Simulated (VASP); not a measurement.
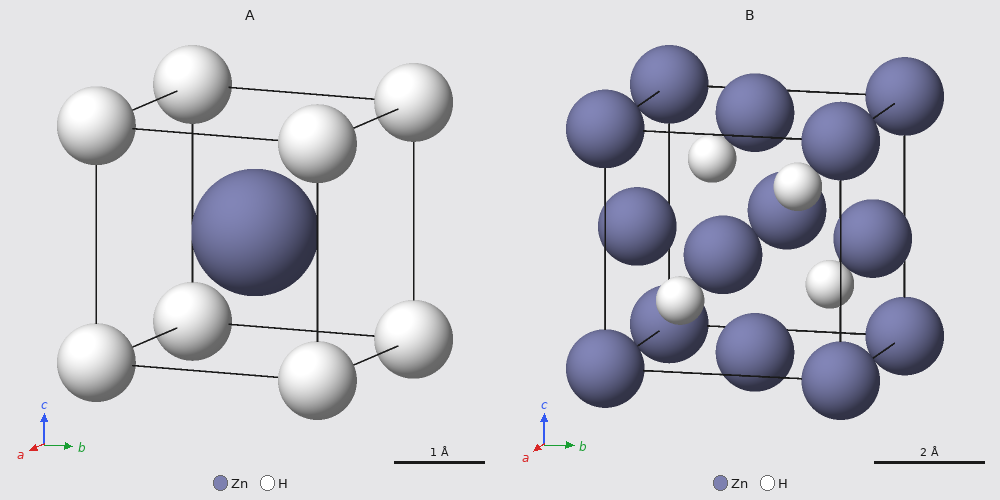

Two structures of ZnH, each relaxed (cell and atoms) at zero pressure; conventional cells in solid outline, small ones repeated, each panel with its own scale. Alike in all runs: VASP 6.6.1; functional PBE; VASP's PAW PBE potentials, release 64 (Zn, H); cutoff 600 eV; occupations gaussian, width 0.05 eV; no spin polarisation; no spin-orbit coupling. The k meshes have like spacings.

Name the structure in each panel.

Answer. A: caesium chloride (CsCl, B2) type, Pm-3m; B: zinc blende type, F-43m.

Which of these is lowest in energy, and how far above it do the others lie?

Answer. B, then A (+184 meV/atom), static energies at zero smearing.

Could pressure favour another of these structures?

Answer. A is denser (9.9 against 11.0 Å³/atom), so pressure favours it. Setting PΔV equal to ΔE at fixed volumes gives a first estimate of 28 GPa for the crossing; compression of both forms, other phases and heat would move it.

Collect the results in a table.

Answer.
| panel | space group | E − E(lowest) (meV/atom) | volume (Å³/atom) |
| --- | --- | --- | --- |
| B | F-43m | 0 | 11.0 |
| A | Pm-3m | 184 | 9.9 |

The starts are database entries or structure types tried for this composition, and the most stable form need not be among them.
